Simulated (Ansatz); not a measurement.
**CHAlClNO (SMILES O=C=[N][AlH][Cl]) at 3 levels**

Wanted: a comparison of 3 runs (HF/def2-SVP, r2SCAN/pcseg-2, PBE0/def2-TZVP) of CHAlClNO. 

The calculation is run with Ansatz 0.2.0.

3 further runs of the same task are left out: 3 set aside as unsound or not needed.

## Step 1: The structure to begin with

The species is CHAlClNO (6 atoms), meant as a singlet with charge 0. As SMILES, `O=C=[N][AlH][Cl]`. The shape is that of a PBE0-D4/def2-TZVP optimisation. This is one conformer, not always the lowest.

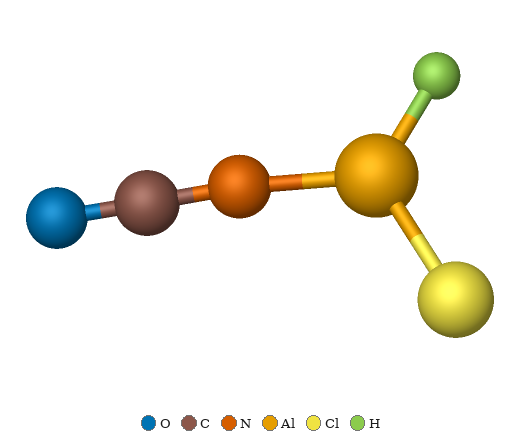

Viewed from a chosen angle; oxygen blue, carbon brown, nitrogen orange, aluminium amber, chlorine yellow, hydrogen green.

## Step 2: Energy and forces at HF/def2-SVP (run 1)

Contents of job.yaml:

```yaml
crystal:
  periodic: [false, false, false]
  atoms:
    - {symbol: O, position_ang: [-0.593600, -1.778800, -2.271400]}
    - {symbol: C, position_ang: [-0.424200, -1.086600, -1.351600]}
    - {symbol: N, position_ang: [-0.264000, -0.376900, -0.401600]}
    - {symbol: Al, position_ang: [0.146900, 0.686500, 0.934400]}
    - {symbol: Cl, position_ang: [2.090200, 1.431800, 1.025300]}
    - {symbol: H, position_ang: [-0.913300, 1.060100, 2.018700]}
basis:
  gaussian:
    orbitals: def2-SVP
hamiltonian:
  xc: hf
accuracy: high
output: {forces: true, orbitals: {seedname: orbitals}}
```

Started as:

```bash
$ ansatz run job.yaml --threads 1 --pin off --max-ram 2610MiB --events-out events.jsonl --progress --plain --runs-dir runs
```

The log of the run:

```text
Warning: RAYON_NUM_THREADS=1 ignored (pool sized by the plan → 1); use --threads N
Functional definition: HF
  name "HF"
  exchange = exact_x
  correlation = 0
1644 factors; integrals over basis functions are off by at most 7.9e-9 eV
mean field evaluation 1: about -23643.0121 eV, gradient 3.7e1 eV
mean field evaluation 2: about -23643.0969 eV, gradient 3.7e1 eV
mean field evaluation 4: about -23645.8847 eV, gradient 3.0e0 eV
mean field evaluation 8: about -23645.9202 eV, gradient 1.2e-1 eV
mean field evaluation 16: about -23645.9203 eV, gradient 2.0e-8 eV
mean field -23645.92027996 eV, -868.9715425080 hartree, gradient 2.0e-8 eV, S^2 0.000000; 0 other end points of the search recorded, 0 dependent functions left out
the calculation of the forces begins
reference -23645.92027996 eV, -868.9715425080 hartree; 26, 26 occupied and 57, 57 virtual orbitals, 1644 factors
Total energy: -23645.92027996 eV, -868.9715425080 hartree
Atom 0 at    -0.593600    -1.778800    -2.271400 Å, force     0.331936     1.313483     1.739778 eV/Å
Atom 1 at    -0.424200    -1.086600    -1.351600 Å, force    -0.191380    -0.508805    -0.641371 eV/Å
Atom 2 at    -0.264000    -0.376900    -0.401600 Å, force    -0.192109    -0.971616    -1.314592 eV/Å
Atom 3 at     0.146900     0.686500     0.934400 Å, force    -0.264498     0.083280     0.255566 eV/Å
Atom 4 at     2.090200     1.431800     1.025300 Å, force     0.227575     0.099711     0.028885 eV/Å
Atom 5 at    -0.913300     1.060100     2.018700 Å, force     0.088477    -0.016053    -0.068265 eV/Å
Dipole moment:    -0.156499     0.152416     0.301616 e Å
```

Run time: 4.5 s. Hardware: 1 thread of Intel Xeon Platinum 8259CL at 2.50GHz (Skylake/Cascade Lake), shared host; peak memory 0.22 GiB.

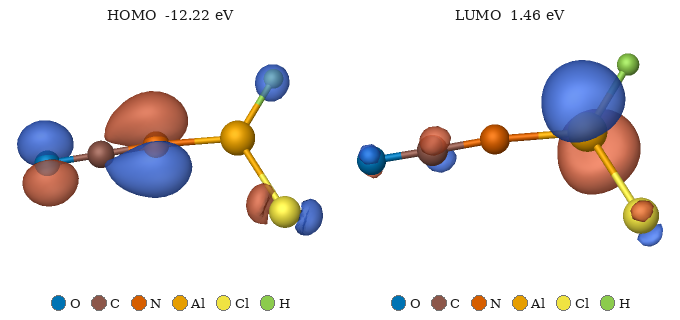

Frontier orbitals of this run, surfaces at ±0.2 Å^-3/2.

## Step 3: Energy and gradient at r2SCAN/pcseg-2 (run 2)

Contents of in.yaml:

```yaml
basis:
  gaussian: {orbitals: pcseg-2}
crystal:
  periodic: [false, false, false]
  atoms:
    - {symbol: O, position_ang: [-0.593600, -1.778800, -2.271400]}
    - {symbol: C, position_ang: [-0.424200, -1.086600, -1.351600]}
    - {symbol: "N", position_ang: [-0.264000, -0.376900, -0.401600]}
    - {symbol: Al, position_ang: [0.146900, 0.686500, 0.934400]}
    - {symbol: Cl, position_ang: [2.090200, 1.431800, 1.025300]}
    - {symbol: H, position_ang: [-0.913300, 1.060100, 2.018700]}
hamiltonian: {xc: r2scan}
accuracy: high
output: {forces: true, orbitals: {seedname: orbitals}}
```

Started as:

```bash
$ ansatz run in.yaml --threads 1 --pin off --max-ram 2610MiB --events-out events.jsonl --progress --plain --runs-dir runs
```

The log of the run (excerpt; [...] marks lines left out):

```text
Warning: RAYON_NUM_THREADS=1 ignored (pool sized by the plan → 1); use --threads N
Functional definition: r2SCAN
  name "r2SCAN"
[...]
2822 factors; integrals over basis functions are off by at most 4.1e-8 eV
[...]
mean field -23711.97519013 eV, -871.3990156832 hartree, gradient 6.8e-8 eV, S^2 0.000000; 0 other end points of the search recorded, 0 dependent functions left out
[...]
reference -23711.97519113 eV, -871.3990157198 hartree; 26, 26 occupied and 146, 146 virtual orbitals, 2822 factors
Total energy: -23711.97519113 eV, -871.3990157198 hartree
Atom 0 at    -0.593600    -1.778800    -2.271400 Å, force    -0.066138    -0.259635    -0.343870 eV/Å
Atom 1 at    -0.424200    -1.086600    -1.351600 Å, force     0.014295     0.049547     0.065131 eV/Å
Atom 2 at    -0.264000    -0.376900    -0.401600 Å, force     0.056854     0.213752     0.281650 eV/Å
Atom 3 at     0.146900     0.686500     0.934400 Å, force     0.012554     0.018701     0.020285 eV/Å
Atom 4 at     2.090200     1.431800     1.025300 Å, force    -0.053824    -0.016371     0.003832 eV/Å
Atom 5 at    -0.913300     1.060100     2.018700 Å, force     0.036258    -0.005995    -0.027028 eV/Å
Dipole moment:    -0.158245     0.125483     0.263337 e Å
```

It took 35 s on 1 thread of Intel Xeon Platinum 8259CL at 2.50GHz (Skylake/Cascade Lake), shared host; peak memory 0.65 GiB.

## Step 4: Energy and gradient at PBE0/def2-TZVP (run 3)

Contents of run.yaml:

```yaml
crystal:
  periodic: [false, false, false]
  atoms:
    - {symbol: O, position_ang: [-0.593600, -1.778800, -2.271400]}
    - {symbol: C, position_ang: [-0.424200, -1.086600, -1.351600]}
    - {symbol: "N", position_ang: [-0.264000, -0.376900, -0.401600]}
    - {symbol: Al, position_ang: [0.146900, 0.686500, 0.934400]}
    - {symbol: Cl, position_ang: [2.090200, 1.431800, 1.025300]}
    - {symbol: H, position_ang: [-0.913300, 1.060100, 2.018700]}
basis:
  gaussian:
    orbitals: def2-TZVP
hamiltonian:
  xc: {name: PBE0}
output:
  forces: true
  orbitals: {seedname: orbitals}
accuracy: high
```

Started as:

```bash
$ ansatz run run.yaml --threads 1 --pin off --max-ram 2610MiB --events-out events.jsonl --progress --plain --runs-dir runs
```

The log of the run (excerpt; [...] marks lines left out):

```text
Warning: RAYON_NUM_THREADS=1 ignored (pool sized by the plan → 1); use --threads N
Functional definition: PBE0
  name "PBE0"
[...]
2748 factors; integrals over basis functions are off by at most 4.0e-8 eV
[...]
mean field -23703.22962898 eV, -871.0776222388 hartree, gradient 4.7e-8 eV, S^2 0.000000; 0 other end points of the search recorded, 0 dependent functions left out
[...]
reference -23703.22963163 eV, -871.0776223362 hartree; 26, 26 occupied and 147, 147 virtual orbitals, 2748 factors
Total energy: -23703.22963163 eV, -871.0776223362 hartree
Atom 0 at    -0.593600    -1.778800    -2.271400 Å, force    -0.002580    -0.006921    -0.008943 eV/Å
Atom 1 at    -0.424200    -1.086600    -1.351600 Å, force    -0.002229    -0.004256    -0.004625 eV/Å
Atom 2 at    -0.264000    -0.376900    -0.401600 Å, force    -0.005202    -0.001962    -0.000271 eV/Å
Atom 3 at     0.146900     0.686500     0.934400 Å, force     0.000804     0.004349     0.005419 eV/Å
Atom 4 at     2.090200     1.431800     1.025300 Å, force     0.011661     0.008183     0.006083 eV/Å
Atom 5 at    -0.913300     1.060100     2.018700 Å, force    -0.002453     0.000607     0.002337 eV/Å
Dipole moment:    -0.128235     0.145960     0.277776 e Å
```

It took 31 s on 1 thread of Intel Xeon Platinum 8259CL at 2.50GHz (Skylake/Cascade Lake), shared host; peak memory 0.69 GiB.

## Step 5: All runs side by side

| run | level | energy (Eh) | dipole moment (D) | HOMO energy (eV) | LUMO energy (eV) | wall time |
| --- | --- | --- | --- | --- | --- | --- |
| 1 | HF/def2-SVP | -868.971543 | 1.79 | -12.22 | 1.46 | 4.5 s |
| 2 | r2SCAN/pcseg-2 | -871.399016 | 1.59 | -7.87 | -2.05 | 35 s |
| 3 | PBE0/def2-TZVP | -871.077622 | 1.63 | -8.89 | -1.55 | 31 s |

## Step 6: What came out

```
                       quantity          value
            run 3: total energy  -871.07762 Eh
           run 3: dipole moment         1.63 D
             run 3: HOMO energy       -8.89 eV
             run 3: LUMO energy       -1.55 eV
           run 3: HOMO–LUMO gap        7.35 eV
run 3: largest force on an atom     0.015 eV/Å
```

**Reading.** The dipole moment (its size) runs from 1.59 D (r2SCAN/pcseg-2) to 1.79 D (HF/def2-SVP). The two ends differ in method and basis. The HOMO–LUMO gap runs from 5.82 eV (r2SCAN/pcseg-2) to 13.68 eV (HF/def2-SVP). Totals of different functionals can't be ranked against each other. All runs together took 70 s, the longest 35 s.
